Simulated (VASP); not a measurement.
Band structure of RuP (relaxed from the wurtzite structure, space group P6_3mc). Calculation: PBEsol GGA, VASP's PBE PAW potentials (set 64) (plane waves; VASP).

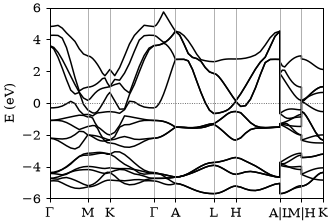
Bands along high-symmetry lines, zero at the valence-band maximum or, without a gap, the Fermi level

**Question.** Read the plot: is there a gap, and where are the band edges?

**Answer.** It has no gap at this level: it comes out as a metal or semimetal. (Edges off the drawn lines would not show.)

The structure was generated: RuP was put into the wurtzite type (P6_3mc), which need not be its known phase. It was relaxed first, which changed the volume by -31 %.
